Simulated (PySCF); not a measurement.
**SiHF2 (SMILES F[SiH]F): UCISD/STO-3G**

What is the vertical ionisation energy of SiHF2 at UCISD/STO-3G? 

The calculation is run with PySCF 2.14.0.

4 further runs of the same task are left out: 4 set aside as unsound or not needed.

### Step 1. Starting point

SiHF2 has 4 atoms, charge 0, and is taken as a doublet. As SMILES, `F[SiH]F`. The shape is that of a GFN2-xTB optimisation.

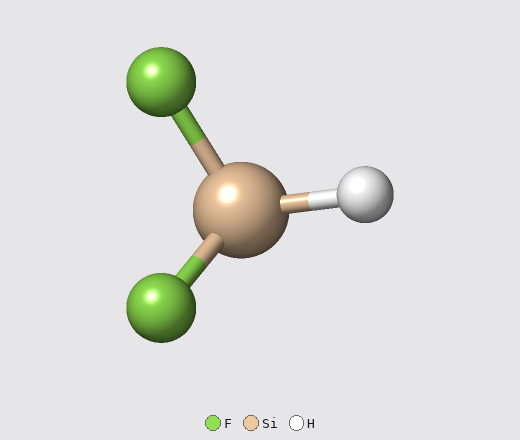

Viewed from a chosen angle; fluorine green, silicon light orange, hydrogen white.

### Step 2. A single-point energy at UCISD/STO-3G

geometry.xyz reads:

```xyz
4

F      1.226950     0.652980    -0.410280
Si    -0.028060    -0.342890    -0.301090
F     -1.234200     0.716240    -0.252780
H      0.035310    -1.026330     0.964150
```

input.py reads:

```python
from pyscf import gto, ci

molecule = gto.M(
    atom='geometry.xyz',
    max_memory=1860,
    basis='sto-3g',
    verbose=3,
    spin=1,
)

hf = molecule.UHF()
hf.conv_tol = 1e-10
hf.kernel()
if not hf.converged:
    hf = hf.newton().run(hf.mo_coeff, hf.mo_occ)

cisd = ci.CISD(hf, frozen=7)
cisd.kernel()
e_final = cisd.e_tot
print(f'total energy: {e_final:.8f} hartree')
```

The run is started by

```console
$ OMP_NUM_THREADS=1 python input.py
```

What it wrote:

```text
converged SCF energy = -482.238454746557  <S^2> = 0.75454879  2S+1 = 2.0045436
E(UCISD) = -482.3129043654948  E_corr = -0.07444961893823415
total energy: -482.31290437 hartree
```

Run time: 0.8 s. Hardware: 1 thread of Arm Neoverse V1, shared host; peak memory 0.12 GiB.

### Step 3. The singlet cation at the same level

calc.py reads:

```python
from pyscf import gto, scf, ci

molecule = gto.Mole()
molecule.atom = '''
F        1.226950       0.652980      -0.410280
Si      -0.028060      -0.342890      -0.301090
F       -1.234200       0.716240      -0.252780
H        0.035310      -1.026330       0.964150
'''
molecule.max_memory = 1860
molecule.charge = 1
molecule.basis = 'sto-3g'
molecule.verbose = 3
molecule.build()

calc0 = scf.RHF(molecule)
calc0.conv_tol = 1e-10
calc0.kernel()
if not calc0.converged:
    calc0 = calc0.newton().run(calc0.mo_coeff, calc0.mo_occ)

cisd = ci.CISD(calc0, frozen=7)
cisd.kernel()
energy = cisd.e_tot
print(f'total energy: {energy:.8f} hartree')
```

The run is started by

```console
$ OMP_NUM_THREADS=1 python calc.py
```

What it wrote:

```text
converged SCF energy = -481.999368948576
E(RCISD) = -482.1179209305805  E_corr = -0.1185519820049155
total energy: -482.11792093 hartree
```

Run time: 0.66 s. Hardware: 1 thread of Arm Neoverse V1, shared host; peak memory 0.1 GiB.

### Step 4. Results

Level: UCISD/STO-3G, 7 core orbitals frozen.

```
                                                                 quantity          value
                                              doublet SiHF2: total energy  -482.31290 Eh
                      doublet SiHF2: dipole moment (Hartree–Fock density)         1.97 D
doublet SiHF2: HOMO energy (Hartree–Fock orbitals) (highest over α and β)       -6.83 eV
 doublet SiHF2: LUMO energy (Hartree–Fock orbitals) (lowest over α and β)        5.38 eV
               doublet SiHF2: correlation energy (7 core orbitals frozen)      -74.4 mEh
                         doublet SiHF2: ⟨S²⟩ of the reference determinant          0.755
                                             singlet cation: total energy  -482.11792 Eh
                      singlet cation: HOMO energy (Hartree–Fock orbitals)      -19.79 eV
                      singlet cation: LUMO energy (Hartree–Fock orbitals)       -6.09 eV
                    singlet cation: HOMO–LUMO gap (Hartree–Fock orbitals)       13.70 eV
              singlet cation: correlation energy (7 core orbitals frozen)     -118.6 mEh
                       vertical ionisation energy (to the singlet cation)       5.306 eV
```

**Reading.** Removing an electron at fixed nuclei costs 5.31 eV (122 kcal/mol). Only the singlet of the ionised species was computed; a triplet could lie lower. In a minimal basis such a difference can be off by several eV, whatever the method.
